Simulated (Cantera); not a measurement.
Feed: 1 mol TiO₂, 15 mol Cl₂, held at 22.5 Torr.

Equilibrium computed with Cantera from the NASA thermochemical tables; the gas is ideal and each condensed phase is pure. Candidate condensed phases: Ti, TiCl₂, TiCl₃, TiCl₄, TiO, TiO₂, Ti₂O₃, Ti₃O₅, Ti₄O₇; 15 gas species. Condensed phases not in the tables: TiOCl. Kinetics and transport are ignored.

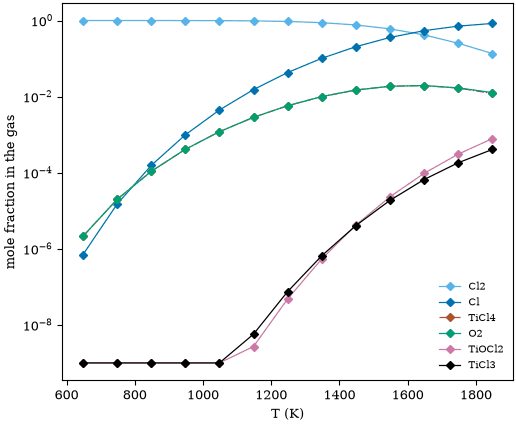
Equilibrium gas composition (values under 1e-9 drawn at 1e-9)

From 648 K to 1848 K the condensed part is TiO₂(rutile). The main Ti-bearing gas is TiCl₄ throughout.
